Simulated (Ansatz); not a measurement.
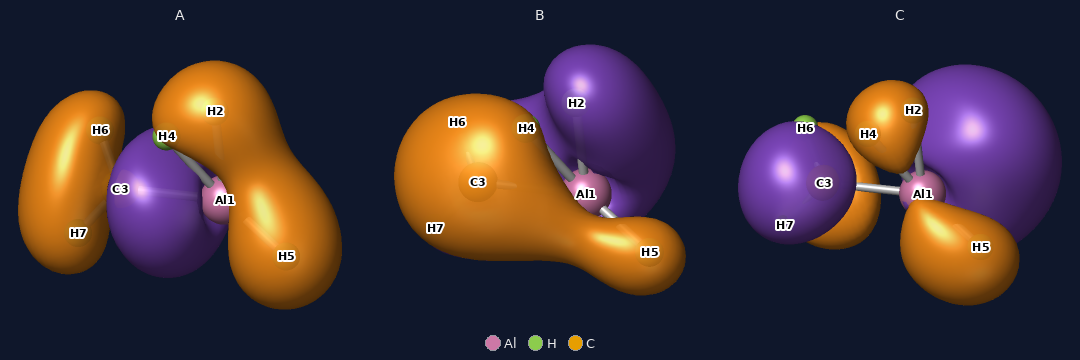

CH5Al. Three frontier orbitals at ±0.08 Å⁻³ᐟ² (orange and purple are the two phases), in no order.

A transition-state structure; geometry: PBE0-D4/def2-TZVP.

The calculation used RKS PBE0-D4/def2-TZVPP (Ansatz).

The calculation's input:

```
crystal:
  periodic: [false, false, false]
  atoms:
    - {symbol: Al, position_ang: [-0.787399, 0.309710, -0.545502]}
    - {symbol: H, position_ang: [-1.159034, -0.651334, 0.911218]}
    - {symbol: C, position_ang: [0.967015, -0.123293, -0.215489]}
    - {symbol: H, position_ang: [-0.295815, -0.311557, 1.008732]}
    - {symbol: H, position_ang: [-1.779314, 1.526708, -0.706428]}
    - {symbol: H, position_ang: [1.184583, -1.154860, 0.066781]}
    - {symbol: H, position_ang: [1.870063, 0.404724, -0.519313]}
basis:
  gaussian: {orbitals: def2-TZVPP}
hamiltonian: {xc: pbe0, dispersion: d4}
output: {orbitals: {seedname: orbitals}}
```

Launched as:

```sh
ansatz run in.yaml --threads 2 --pin off --events-out ev --progress --plain --max-ram 4352MiB
```

### Which picture is the HOMO−1, the HOMO and the LUMO?

A is the HOMO−1 (−8.65 eV). Its weight (Hirshfeld) is mainly on C3 (about 45 %), Al1 (about 25 %), H5 (about 10 %), H7 (about 5 %) and H2 (about 5 %). B is the HOMO (−6.03 eV). It lies mainly on C3 (about 45 %), Al1 (about 30 %), H2 (about 5 %) and H4 (about 5 %). C is the LUMO (−1.56 eV). Its weight (Hirshfeld) is mainly on Al1 (about 60 %), C3 (about 25 %) and H5 (about 5 %).

### What is the HOMO–LUMO gap?

4.47 eV between the orbital energies.
